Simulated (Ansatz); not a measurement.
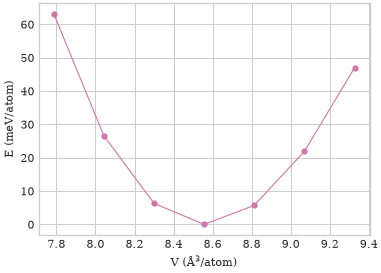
Fig. 1. TiB$_{2}$ in space group P6/mmm (No. 191; Ti on 1a, B on 2d) under volume change, DFT-PBE in the program Ansatz with PAW potentials, shape and atoms relaxed at each volume.

What does a third-order Birch–Murnaghan fit give for V₀, B₀ and B′?

V₀ = 8.56 Å³/atom, B₀ = 250 GPa, B′ = 3.9.

Symmetry was held in the PBE relaxation; phonons on a q-mesh show no instability. The run is not spin-polarised.

Potentials: the later of the program's two PAW sets.
